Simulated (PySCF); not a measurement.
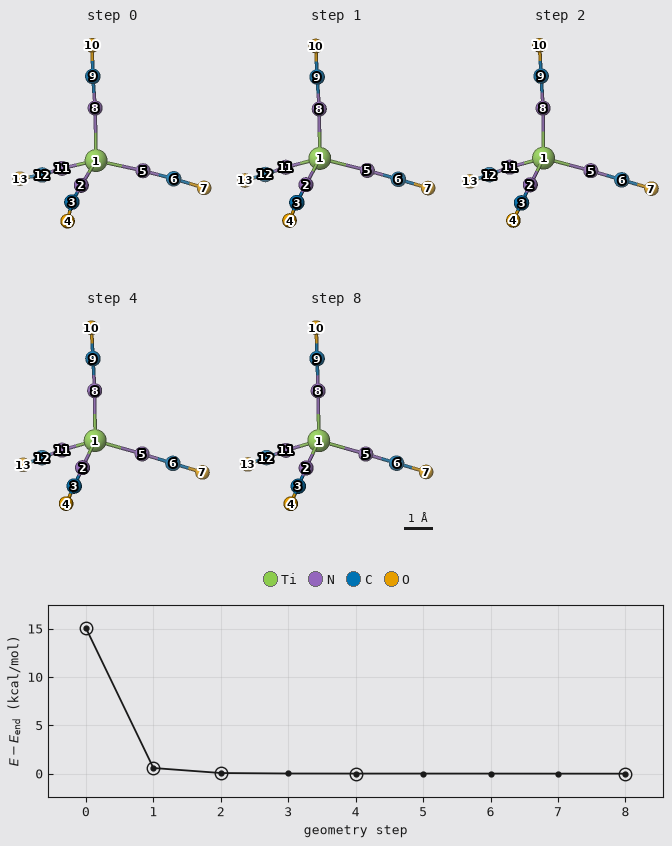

Frames of a relaxation of TiC$_{4}$N$_{4}$O$_{4}$, marked on the history of the run. Style: ball-and-stick. Shown from a free direction.

The start comes from GFN2-xTB. Its atoms were then displaced at random by about 0.03 Å.

Method: PBE0-D3(BJ)/def2-SVP geometry optimisation, gas phase (PySCF). 

> What happens along the run?

O13 moves most after the best rigid fit: 0.19 Å. By element the largest moves are O 0.19 Å, Ti 0.12 Å, C 0.11 Å, N 0.04 Å. Among the contacts that change: Ti1–N8 1.957 → 1.858 Å, N11–C12 1.167 → 1.211 Å, C12–O13 1.205 → 1.163 Å, Ti1–N5 1.816 → 1.856 Å. Among the angles between lasting bonds that change: N2–C3–O4 170.2° → 179.9°, N8–C9–O10 174.5° → 179.8°, N2–Ti1–N5 113.8° → 109.0°. Over 8 geometry steps the energy falls by 15.1 kcal/mol. The run took 2.7 min on 2 threads of Intel(R) Xeon(R) CPU @ 2.60GHz (shared host). From step 0 to 1: Ti and O atoms move most (0.08 Å), energy −14.5 kcal/mol. From step 1 to 2: O13 moves most (0.05 Å), energy −0.52 kcal/mol. From step 2 to 4: O13 moves most (0.05 Å), energy −0.06 kcal/mol. From step 4 to 8: O13 moves most (0.04 Å), energy −0.01 kcal/mol.

| step | E − E(0), kcal/mol |
| --- | --- |
| 0 | 0.00 |
| 1 | -14.48 |
| 2 | -15.00 |
| 3 | -15.05 |
| 4 | -15.06 |
| 5 | -15.06 |
| 6 | -15.06 |
| 7 | -15.07 |
| 8 | -15.07 |
